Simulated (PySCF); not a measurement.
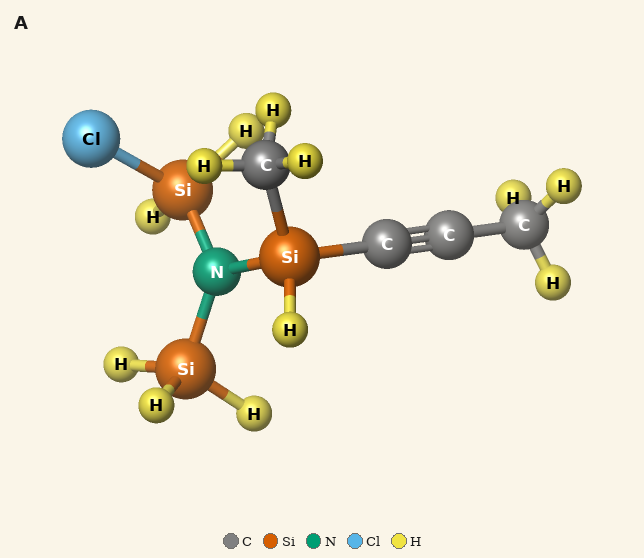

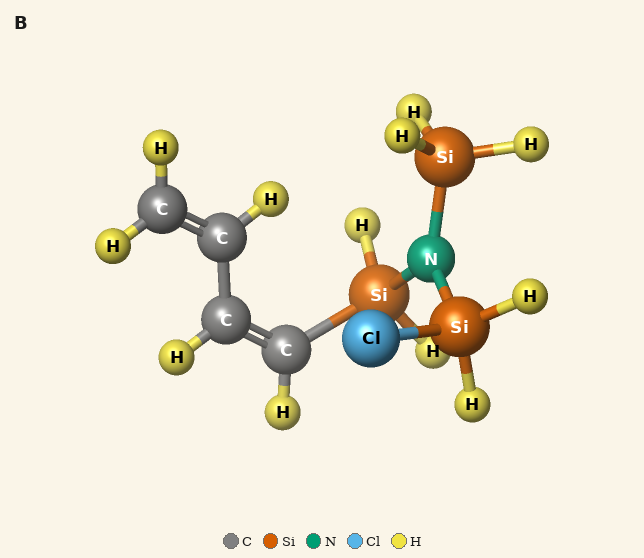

2 stationary structures of one formula. Geometries: GFN2-xTB. Electronic energies: PBE0/pcSseg-1 (PySCF 2.14.0), without zero-point energy. No frequency run is at hand to confirm each as a minimum. Each is one conformer, not always the lowest.

Are they conformers, stereoisomers or constitutional isomers?

Answer. They are constitutional isomers of C4H12ClNSi3: A `CC#C[Si@@H](C)N([SiH3])[SiH2]Cl`, B `C=C/C=C\[SiH2]N([SiH3])[SiH2]Cl`.

Which is lowest in energy, and by how much?

Answer. A is lowest; B lies 8.4 kcal/mol above it.

The geometry is semi-empirical. Around Si such bond lengths and angles can be off by a tenth of an ångström or more and by several degrees, and values that hang on the shape move with them.
